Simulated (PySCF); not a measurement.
# Geometry relaxation of C₂H₈AlClO

C₂H₈AlClO, SMILES C[O+](C)[AlH2-][Cl], computed with PBE0-D3(BJ)/def2-SVP geometry optimisation, gas phase (PySCF 2.14.0).

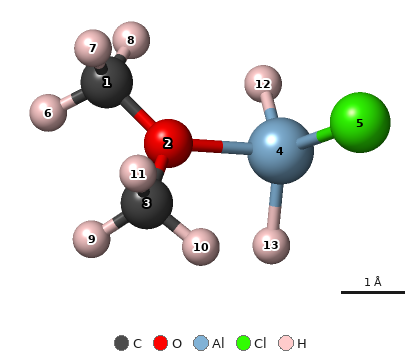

**Figure 1.** The structure as given in the input (ball-and-stick view, seen at a tilt; atoms are numbered from 1 in the order of the input). Sticks mark near contacts. Bond lengths as drawn: Al–Cl 2.03 Å, Al–H 1.55 to 1.56 Å, Al–O 1.97 Å, C–H 1.06 to 1.11 Å and C–O 1.41 to 1.42 Å.

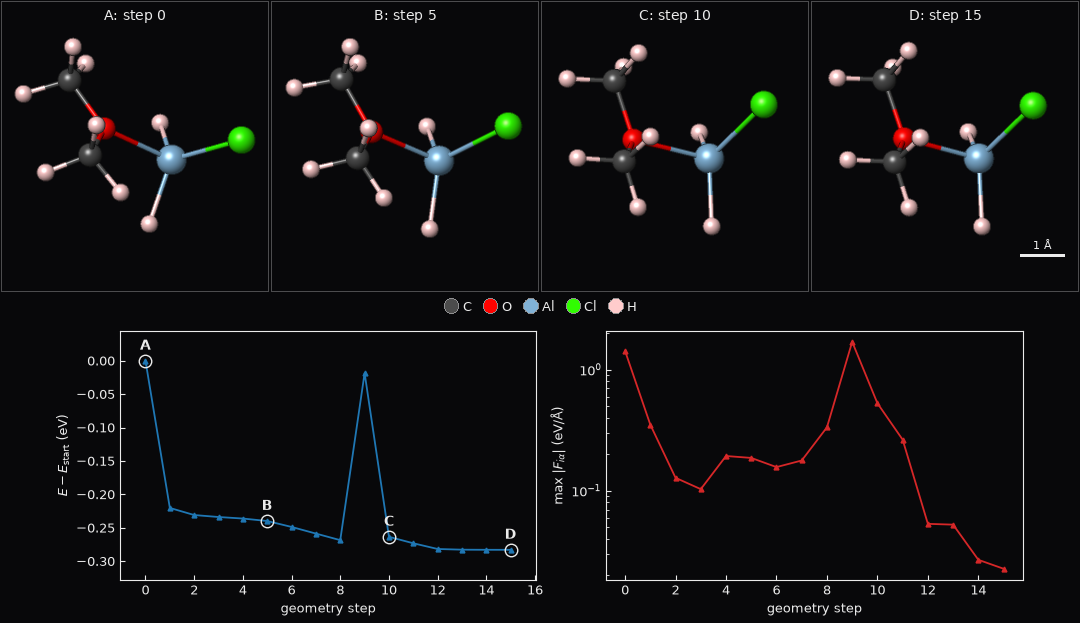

**Figure 2.** Frames of the relaxation (ball-and-stick view, seen at a tilt) above the curves, on which the letters mark them (steps are counted from 0).

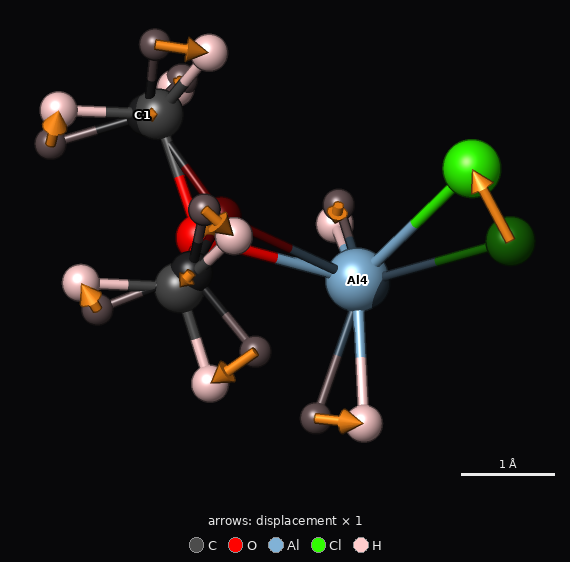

**Figure 3.** Start (faint) and end (solid) with the displacements as orange arrows, at true length (ball-and-stick view, seen at a tilt). The two geometries are laid on each other by the best rigid fit. Cl5 moves most after the best rigid fit: 0.90 Å. Largest moves by element: Cl 0.90 Å, H 0.64 Å, O 0.35 Å, C 0.22 Å, Al 0.07 Å. Distances before and after: Al4–Cl5 2.030 → 2.156 Å, Al4–H12 1.554 → 1.591 Å, C1–H8 1.061 → 1.097 Å, Al4–H13 1.562 → 1.590 Å. Among the angles that change: C1–O2–Al4 127.1° → 116.4°, O2–Al4–Cl5 104.2° → 96.2°, O2–Al4–H13 94.2° → 100.6°. Over 15 geometry steps the energy falls by 0.283 eV. The largest force component goes from 1.4 to 0.023 eV/Å. (Atoms are counted from 1 in the order of the input.)

The input that produced these results follows, with the program's output.

Input:
```
{"job": {"xc": "PBE0", "basis": "def2-SVP", "d3": "d3bj", "grid": 1, "shake": 0.01, "kind": "geom"}, "charge": 0, "multiplicity": 1}
C     -0.940490    -1.084160    -0.541840
O     -0.124370    -0.072910    -0.001250
C     -0.742200     1.200720     0.097570
Al     1.765180    -0.227210     0.528240
Cl     2.763130     0.872270    -0.856040
H     -1.837510    -1.212500     0.092050
H     -1.279520    -0.778650    -1.550280
H     -0.355580    -1.967200    -0.601010
H     -1.604810     1.164640     0.772050
H      0.021140     1.861810     0.560200
H     -1.013170     1.578190    -0.871810
H      1.807800    -1.777980     0.432160
H      1.546230     0.426100     1.929650
```

The first line tells a small driver script what to run in PySCF; the rest is the geometry in Å.

Command:
```bash
OMP_NUM_THREADS=1 python <driver script> task.json out
```

What the program printed:
```
step   0  E = -858.15826452  max force = 0.027715
step   1  E = -858.16635921  max force = 0.006827
step   2  E = -858.16675029  max force = 0.002487
step   3  E = -858.16685874  max force = 0.002005
step   4  E = -858.16694315  max force = 0.003765
step   5  E = -858.16707897  max force = 0.003631
step   6  E = -858.16740518  max force = 0.003049
step   7  E = -858.16777028  max force = 0.003459
step   8  E = -858.16813151  max force = 0.006496
step   9  E = -858.15894094  max force = 0.033000
step  10  E = -858.16794778  max force = 0.010269
step  11  E = -858.16830314  max force = 0.005137
step  12  E = -858.16861783  max force = 0.001037
step  13  E = -858.16865584  max force = 0.001021
step  14  E = -858.16866186  max force = 0.000522
step  15  E = -858.16866406  max force = 0.000441
optimisation converged
```

Trajectory as extended XYZ (Å, eV, eV/Å), 16 frames, from step=0 to step=15:
```
13
Properties=species:S:1:pos:R:3:forces:R:3 step=0 energy=-23351.67580
C    -0.9405   -1.0842   -0.5418   -1.1279   1.1736  -0.2832
O    -0.1244   -0.0729   -0.0013   -0.1368   0.3670  -0.0467
C    -0.7422    1.2007    0.0976    0.9977   0.1283   1.1715
Al    1.7652   -0.2272    0.5282   -1.1545  -1.0095   1.2823
Cl    2.7631    0.8723   -0.8560    1.0250   1.1186  -1.4252
H    -1.8375   -1.2125    0.0921    0.1832  -0.1756  -0.0080
H    -1.2795   -0.7786   -1.5503    0.0855  -0.1375   0.0641
H    -0.3556   -1.9672   -0.6010    0.6436  -1.1852   0.0071
H    -1.6048    1.1646    0.7721   -0.2271  -0.1302   0.0211
H     0.0211    1.8618    0.5602   -0.3791  -0.1150  -0.2433
H    -1.0132    1.5782   -0.8718   -0.2637   0.2423  -0.8536
H     1.8078   -1.7780    0.4322    0.1942  -0.6130  -0.1395
H     1.5462    0.4261    1.9297    0.1598   0.3362   0.4534
13
Properties=species:S:1:pos:R:3:forces:R:3 step=1 energy=-23351.89607
C    -0.9976   -0.9547   -0.9036    0.2803  -0.3511  -0.0449
O    -0.2563    0.0707   -0.2601    0.0546  -0.1607   0.0894
C    -0.9288    1.3146   -0.1466   -0.1765   0.0504  -0.3145
Al    1.6117   -0.1807    0.3496    0.0824   0.1413  -0.0954
Cl    2.6411    0.9811   -1.1620   -0.1116  -0.1662   0.1507
H    -1.9092   -1.1793   -0.3326   -0.0770   0.0235   0.0532
H    -1.2567   -0.6520   -1.9273   -0.0306   0.0686  -0.0736
H    -0.3540   -1.8547   -0.9392   -0.1793   0.3061   0.0481
H    -1.8470    1.1888    0.4466   -0.0316  -0.0162   0.0174
H    -0.2641    2.0200    0.3578    0.1449   0.0277   0.0557
H    -1.1815    1.6976   -1.1549    0.0717  -0.0626   0.2093
H     1.7329   -1.7754    0.2178   -0.0373   0.1767  -0.0235
H     1.5278    0.5557    1.7661    0.0100  -0.0374  -0.0719
13
Properties=species:S:1:pos:R:3:forces:R:3 step=2 energy=-23351.90671
C    -0.9988   -0.9599   -0.9038    0.0203  -0.0459  -0.0585
O    -0.2607    0.0636   -0.2549    0.0112  -0.1239   0.0908
C    -0.9272    1.3108   -0.1437    0.0188   0.0657  -0.0134
Al    1.6055   -0.1704    0.3508    0.0713   0.1222  -0.1279
Cl    2.6295    0.9540   -1.1809   -0.0668  -0.0753   0.0859
H    -1.9157   -1.1803   -0.3346   -0.0065   0.0184  -0.0088
H    -1.2530   -0.6484   -1.9293   -0.0094   0.0010   0.0129
H    -0.3575   -1.8501   -0.9336   -0.0251   0.0323   0.0109
H    -1.8487    1.1921    0.4480    0.0086  -0.0040  -0.0026
H    -0.2450    2.0009    0.3674   -0.0173   0.0061   0.0036
H    -1.1675    1.7010   -1.1454    0.0197  -0.0060   0.0151
H     1.7254   -1.7522    0.2126   -0.0253   0.0029   0.0063
H     1.5318    0.5708    1.7590    0.0006   0.0065  -0.0143
13
Properties=species:S:1:pos:R:3:forces:R:3 step=3 energy=-23351.90966
C    -1.0025   -0.9618   -0.9023   -0.0608   0.1031  -0.0435
O    -0.2614    0.0556   -0.2458   -0.0283  -0.0685   0.0959
C    -0.9185    1.3092   -0.1364    0.0408   0.0161   0.0493
Al    1.6066   -0.1675    0.3440    0.0163   0.0723  -0.0834
Cl    2.6096    0.9313   -1.2096   -0.0116  -0.0317   0.0162
H    -1.9242   -1.1762   -0.3379    0.0106   0.0086  -0.0122
H    -1.2525   -0.6417   -1.9267    0.0045  -0.0161   0.0176
H    -0.3675   -1.8521   -0.9325    0.0386  -0.0667   0.0035
H    -1.8444    1.1952    0.4494    0.0076   0.0050  -0.0095
H    -0.2340    1.9931    0.3816   -0.0293  -0.0148  -0.0038
H    -1.1471    1.7027   -1.1370   -0.0034   0.0216  -0.0500
H     1.7092   -1.7485    0.2244    0.0070  -0.0474   0.0082
H     1.5448    0.5925    1.7405    0.0077   0.0185   0.0116
13
Properties=species:S:1:pos:R:3:forces:R:3 step=4 energy=-23351.91196
C    -1.0171   -0.9557   -0.8974   -0.0705   0.1936  -0.0226
O    -0.2657    0.0406   -0.2190   -0.1360   0.0540   0.0925
C    -0.9040    1.3069   -0.1193    0.0679  -0.0310   0.0996
Al    1.6102   -0.1662    0.3297   -0.0338  -0.0769   0.0077
Cl    2.5755    0.8486   -1.2860    0.0682   0.0659  -0.0959
H    -1.9502   -1.1565   -0.3469    0.0234  -0.0065  -0.0052
H    -1.2517   -0.6159   -1.9191    0.0271  -0.0325   0.0082
H    -0.3976   -1.8537   -0.9299    0.0732  -0.1501  -0.0107
H    -1.8432    1.2047    0.4468    0.0008   0.0110  -0.0214
H    -0.2200    1.9761    0.4182   -0.0266  -0.0172  -0.0040
H    -1.1018    1.7082   -1.1218   -0.0173   0.0377  -0.0937
H     1.6928   -1.7501    0.2588    0.0214  -0.0752   0.0276
H     1.5911    0.6448    1.6974    0.0021   0.0272   0.0180
13
Properties=species:S:1:pos:R:3:forces:R:3 step=5 energy=-23351.91566
C    -1.0290   -0.9497   -0.8947   -0.0536   0.1867  -0.0136
O    -0.2769    0.0310   -0.1943   -0.1043   0.0984   0.1103
C    -0.8885    1.3125   -0.1037    0.0184  -0.0694   0.0428
Al    1.6078   -0.1754    0.3160   -0.0642  -0.1515   0.0862
Cl    2.5429    0.7766   -1.3479    0.1067   0.1028  -0.1533
H    -1.9743   -1.1400   -0.3624    0.0147  -0.0141  -0.0037
H    -1.2405   -0.5996   -1.9177    0.0303  -0.0305  -0.0049
H    -0.4214   -1.8574   -0.9230    0.0505  -0.1120  -0.0044
H    -1.8434    1.2281    0.4379   -0.0080   0.0079  -0.0242
H    -0.2042    1.9626    0.4559   -0.0116  -0.0228  -0.0034
H    -1.0515    1.7233   -1.1096   -0.0115   0.0311  -0.0695
H     1.6718   -1.7640    0.3007    0.0305  -0.0464   0.0200
H     1.6253    0.6836    1.6543    0.0022   0.0198   0.0177
13
Properties=species:S:1:pos:R:3:forces:R:3 step=6 energy=-23351.92453
C    -1.0455   -0.9287   -0.8915    0.0720  -0.0405   0.0021
O    -0.2908    0.0197   -0.1513   -0.1377   0.1169   0.0527
C    -0.8745    1.3159   -0.0906    0.0165  -0.0121  -0.0179
Al    1.6082   -0.1994    0.3071   -0.0504  -0.1565   0.1409
Cl    2.5111    0.6895   -1.4109    0.0857   0.0821  -0.1568
H    -2.0131   -1.0979   -0.3948   -0.0051  -0.0052  -0.0018
H    -1.2084   -0.5659   -1.9182    0.0281  -0.0055  -0.0186
H    -0.4645   -1.8586   -0.9090   -0.0192  -0.0035   0.0020
H    -1.8569    1.2551    0.4017   -0.0151  -0.0052  -0.0181
H    -0.2036    1.9472    0.5037    0.0090   0.0032   0.0081
H    -0.9779    1.7307   -1.1056    0.0084   0.0045   0.0115
H     1.6597   -1.7924    0.3637    0.0162   0.0244  -0.0127
H     1.6745    0.7166    1.6073   -0.0084  -0.0028   0.0087
13
Properties=species:S:1:pos:R:3:forces:R:3 step=7 energy=-23351.93447
C    -1.0514   -0.9148   -0.8910    0.0911  -0.1778  -0.0017
O    -0.3192    0.0155   -0.1068    0.0336   0.0472   0.0583
C    -0.8629    1.3299   -0.0775   -0.0633  -0.0006  -0.1471
Al    1.5938   -0.2261    0.3060    0.0110  -0.0772   0.0954
Cl    2.4715    0.6108   -1.4640   -0.0034   0.0190  -0.0626
H    -2.0497   -1.0607   -0.4523   -0.0281   0.0160  -0.0044
H    -1.1395   -0.5563   -1.9276    0.0121   0.0213  -0.0290
H    -0.4968   -1.8656   -0.8735   -0.0574   0.1325   0.0219
H    -1.8773    1.2985    0.3474   -0.0184  -0.0106  -0.0046
H    -0.2130    1.9369    0.5622    0.0332   0.0044   0.0235
H    -0.8880    1.7515   -1.0973    0.0196  -0.0213   0.0889
H     1.6454   -1.8198    0.4109   -0.0132   0.0772  -0.0301
H     1.7054    0.7319    1.5751   -0.0168  -0.0302  -0.0085
13
Properties=species:S:1:pos:R:3:forces:R:3 step=8 energy=-23351.94430
C    -1.0536   -0.8861   -0.8860    0.1152  -0.3340   0.0008
O    -0.3443    0.0032   -0.0361   -0.0387   0.0747  -0.0716
C    -0.8502    1.3326   -0.0642    0.0171   0.0939  -0.0341
Al    1.5824   -0.2571    0.3091    0.0570   0.0030   0.0414
Cl    2.3849    0.5026   -1.5411   -0.0765  -0.0333  -0.0011
H    -2.0905   -0.9846   -0.5318   -0.0195   0.0328  -0.0089
H    -1.0336   -0.5242   -1.9252    0.0125   0.0248  -0.0118
H    -0.5503   -1.8635   -0.8267   -0.0594   0.1228   0.0064
H    -1.9015    1.3313    0.2605   -0.0056  -0.0134   0.0044
H    -0.2447    1.9204    0.6347    0.0107   0.0314   0.0194
H    -0.7642    1.7514   -1.0817    0.0200  -0.0295   0.0882
H     1.6290   -1.8446    0.4678   -0.0218   0.0653  -0.0270
H     1.7549    0.7504    1.5323   -0.0110  -0.0386  -0.0062
13
Properties=species:S:1:pos:R:3:forces:R:3 step=9 energy=-23351.69421
C    -1.0244   -0.7330   -0.8569   -0.0878  -1.6969  -0.0889
O    -0.4196   -0.0469    0.2321   -0.5650   0.4778  -1.2654
C    -0.8121    1.2964   -0.0318    0.4298   1.0310   1.1080
Al    1.5345   -0.3661    0.3311    0.1757   0.1097  -0.0824
Cl    1.9488    0.0779   -1.7719    0.0943   0.0221   0.2875
H    -2.1150   -0.5951   -0.8159    0.0513  -0.0181   0.0331
H    -0.6099   -0.3813   -1.8152   -0.0705  -0.0130   0.1041
H    -0.7878   -1.7988   -0.7313   -0.0569  -0.0413  -0.1144
H    -1.9095    1.3454   -0.0912    0.0802   0.0351   0.0809
H    -0.4450    1.8926    0.8126   -0.0740   0.2048  -0.0625
H    -0.3583    1.6557   -0.9692    0.0068  -0.0581   0.0272
H     1.6013   -1.9139    0.6717   -0.0256  -0.0063   0.0093
H     1.9154    0.7989    1.3475    0.0416  -0.0469  -0.0365
13
Properties=species:S:1:pos:R:3:forces:R:3 step=10 energy=-23351.93930
C    -1.0369   -0.8365   -0.8768    0.0556  -0.5280  -0.0264
O    -0.3883   -0.0101    0.0804   -0.1688   0.1214  -0.3555
C    -0.8314    1.3367   -0.0425    0.1389   0.2654   0.2803
Al    1.5531   -0.3065    0.3191    0.0943   0.1186  -0.1038
Cl    2.1789    0.3130   -1.6687   -0.1094  -0.0564   0.2243
H    -2.1210   -0.8361   -0.6882    0.0135   0.0428  -0.0074
H    -0.8143   -0.4901   -1.8985    0.0000   0.0177   0.0283
H    -0.6416   -1.8524   -0.7416   -0.0379   0.0210  -0.0346
H    -1.9223    1.3743    0.0960    0.0247  -0.0090   0.0196
H    -0.3281    1.9041    0.7497   -0.0400   0.0750  -0.0224
H    -0.5545    1.7439   -1.0282    0.0250  -0.0367   0.0142
H     1.5956   -1.8781    0.5503   -0.0188   0.0007   0.0023
H     1.8289    0.7694    1.4604    0.0228  -0.0326  -0.0188
13
Properties=species:S:1:pos:R:3:forces:R:3 step=11 energy=-23351.94897
C    -1.0097   -0.8906   -0.8904   -0.1407   0.1681  -0.1128
O    -0.3867    0.0207    0.0073    0.1572  -0.1308   0.1207
C    -0.8490    1.3648   -0.0551   -0.0403  -0.0337   0.0402
Al    1.5408   -0.2825    0.3335    0.0174   0.2433  -0.2642
Cl    2.2259    0.4408   -1.6033   -0.0809  -0.0934   0.2478
H    -2.0906   -0.9314   -0.6837    0.0263   0.0361  -0.0183
H    -0.8196   -0.5862   -1.9327   -0.0257  -0.0131   0.0335
H    -0.5594   -1.8697   -0.7046    0.0303  -0.1030   0.0026
H    -1.9331    1.3874    0.1353    0.0300   0.0004   0.0137
H    -0.3132    1.9163    0.7285   -0.0523   0.0005  -0.0226
H    -0.6206    1.8026   -1.0365    0.0289   0.0150  -0.0871
H     1.5700   -1.8592    0.4655    0.0076  -0.0939   0.0480
H     1.7634    0.7189    1.5478    0.0424   0.0045  -0.0014
13
Properties=species:S:1:pos:R:3:forces:R:3 step=12 energy=-23351.95753
C    -1.0348   -0.8788   -0.8913   -0.0066  -0.0088  -0.0054
O    -0.3731    0.0040    0.0096    0.0111  -0.0141  -0.0124
C    -0.8397    1.3483   -0.0531    0.0013   0.0056   0.0029
Al    1.5566   -0.2765    0.3265    0.0243   0.0241  -0.0533
Cl    2.2561    0.4101   -1.5977   -0.0513  -0.0261   0.0359
H    -2.1067   -0.9112   -0.6454    0.0007   0.0100  -0.0091
H    -0.8859   -0.5438   -1.9296    0.0130   0.0004  -0.0012
H    -0.5914   -1.8728   -0.7567    0.0117   0.0086   0.0191
H    -1.9184    1.3677    0.1613   -0.0034   0.0037  -0.0012
H    -0.2954    1.9142    0.7127    0.0033  -0.0059  -0.0027
H    -0.6343    1.7733   -1.0479    0.0059   0.0071   0.0029
H     1.5928   -1.8560    0.5079   -0.0098  -0.0012   0.0128
H     1.7924    0.7533    1.5152   -0.0002  -0.0034   0.0116
13
Properties=species:S:1:pos:R:3:forces:R:3 step=13 energy=-23351.95856
C    -1.0289   -0.8679   -0.8927   -0.0048  -0.0236  -0.0104
O    -0.3863    0.0023    0.0348   -0.0247  -0.0008  -0.0431
C    -0.8318    1.3531   -0.0488    0.0172   0.0219   0.0439
Al    1.5447   -0.2908    0.3322    0.0134   0.0312  -0.0488
Cl    2.1909    0.3551   -1.6264   -0.0148  -0.0170   0.0525
H    -2.1118   -0.8686   -0.6991    0.0026   0.0065  -0.0025
H    -0.8179   -0.5452   -1.9242    0.0063  -0.0022   0.0043
H    -0.6186   -1.8712   -0.7282    0.0002  -0.0136   0.0030
H    -1.9193    1.3862    0.1132    0.0017   0.0015  -0.0009
H    -0.3168    1.9089    0.7440   -0.0043   0.0079  -0.0071
H    -0.5716    1.7776   -1.0308    0.0043  -0.0017  -0.0089
H     1.5735   -1.8662    0.5411   -0.0031  -0.0073   0.0122
H     1.8121    0.7585    1.4965    0.0059  -0.0027   0.0060
13
Properties=species:S:1:pos:R:3:forces:R:3 step=14 energy=-23351.95873
C    -1.0281   -0.8673   -0.8962   -0.0049  -0.0027  -0.0022
O    -0.3904    0.0031    0.0352   -0.0073  -0.0026  -0.0212
C    -0.8291    1.3562   -0.0506    0.0050   0.0059   0.0193
Al    1.5397   -0.2938    0.3374    0.0063   0.0152  -0.0223
Cl    2.1852    0.3429   -1.6224   -0.0015  -0.0070   0.0269
H    -2.1132   -0.8579   -0.7161    0.0004   0.0023  -0.0030
H    -0.8010   -0.5514   -1.9263    0.0042  -0.0025   0.0007
H    -0.6274   -1.8728   -0.7208   -0.0022  -0.0080   0.0015
H    -1.9179    1.3937    0.1012    0.0011   0.0024  -0.0017
H    -0.3195    1.9094    0.7474    0.0004   0.0025  -0.0041
H    -0.5577    1.7804   -1.0298    0.0009   0.0000  -0.0069
H     1.5639   -1.8685    0.5545   -0.0029  -0.0043   0.0083
H     1.8136    0.7580    1.4981    0.0004  -0.0012   0.0048
13
Properties=species:S:1:pos:R:3:forces:R:3 step=15 energy=-23351.95879
C    -1.0279   -0.8675   -0.9026    0.0014   0.0179   0.0094
O    -0.3948    0.0047    0.0309    0.0147  -0.0060   0.0093
C    -0.8248    1.3608   -0.0569   -0.0099  -0.0136  -0.0202
Al    1.5326   -0.2976    0.3481   -0.0062  -0.0083   0.0227
Cl    2.1910    0.3320   -1.6064    0.0104   0.0029  -0.0133
H    -2.1152   -0.8449   -0.7386   -0.0033  -0.0002  -0.0030
H    -0.7818   -0.5629   -1.9316    0.0022  -0.0007  -0.0054
H    -0.6401   -1.8757   -0.7121   -0.0048   0.0065   0.0002
H    -1.9143    1.4050    0.0875   -0.0009   0.0014  -0.0018
H    -0.3175    1.9111    0.7444    0.0063  -0.0020   0.0010
H    -0.5441    1.7836   -1.0344   -0.0024  -0.0009   0.0009
H     1.5475   -1.8719    0.5752   -0.0008   0.0033  -0.0015
H     1.8078    0.7549    1.5082   -0.0067  -0.0004   0.0017
```

Key numbers:

```csv
quantity,value
outcome,converged
total energy,−858.168664 hartree
dipole moment,5.35 D
point group,C1
hardware,"1 CPU thread, shared host"
wall time,89 s
peak memory,0.52 GiB
```
